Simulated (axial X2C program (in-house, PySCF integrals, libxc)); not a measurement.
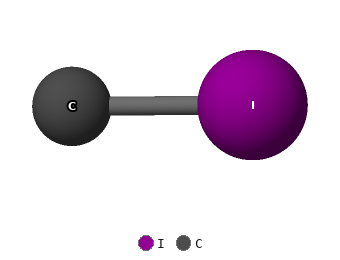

**Figure 1.** The molecule at the reference distance of 1.915 Å.

# Run report: IC⁺, relativistic diatomic calculation

- system: IC⁺, single determinant with Ω = 0.
- method: PBE0, two-component X2C with atomic mean-field Coulomb and Gaunt terms, I dyall-v3z, C dyall-v3z (cores contracted) (axial X2C program (in-house, PySCF integrals, libxc))

**Log**
```
two-component X2C + atomic mean field  PBE0
basis functions 136  fitting functions 781  grid points 5078
iter        total energy     max residual
   1      -7149.963759691     6.16e-05
   2      -7149.963759693     3.91e-05
   3      -7149.963759694     4.21e-05
   4      -7149.963759695     1.10e-05
converged
one-electron -9952.26730481  Coulomb 2906.48435015  exact exchange -46.23341727  xc functional -141.49214784  nuclear repulsion 87.87381361  atomic mean-field constant -4.32905354
```

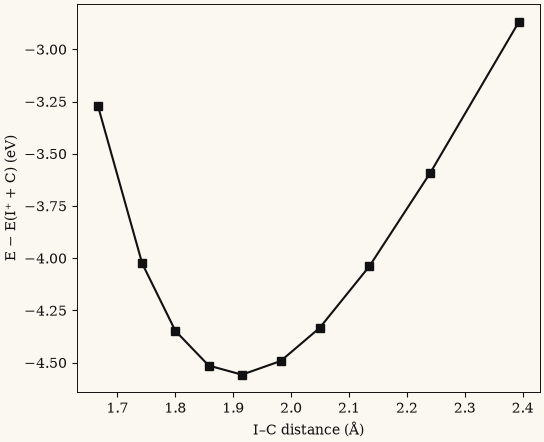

**Figure 2.** Energy at 10 bond lengths, for one set of occupations held fixed; the line joins the points. A polynomial of degree 6 through 9 points gives rₑ = 1.911 Å, ωₑ = 844.9 cm⁻¹, ωₑxₑ = 3.4 cm⁻¹ and Bₑ = 0.4212 cm⁻¹. The minimum lies 4.56 eV below I⁺ + C, each computed as one determinant at the same level.

**Input**
```
{"zs": [53, 6], "q": 1, "bas": ["dyall-v3z", "dyall-v3z"], "levels": ["PBE0", "HF", "TPSS", "PBE50"], "cc": false, "r0": 1.144, "npts": 10, "nst": 2, "ntry": 6}
```

The line is the task of a batch: nuclear charges, charge, bases, the levels to run, a first guess of the distance and further settings. This report covers PBE0 with spin-orbit coupling. The log is that of the reference distance 1.915 Å, started from orbitals converged before.

The run was one of a batch that the task file lists, launched with:
```bash
python <driver script> task.json out
```

**Outcome**

| quantity | value |
| --- | --- |
| outcome | converged |
| bond length rₑ | 1.911 Å |
| ωₑ | 844.9 cm⁻¹ |
| energy at the minimum | −7149.96377 hartree |
| depth below the fragments | 4.56 eV |
| hardware | 1 thread of Arm Neoverse N1, 54 GiB of memory available, shared host |
| wall time | 8 s |
| peak memory | 0.3 GiB |

**What is odd here**

This input holds a deliberate oddity: far start. The program ran to the end. Its numbers are those of the input as typed; this run alone doesn't show how far the oddity moves them.
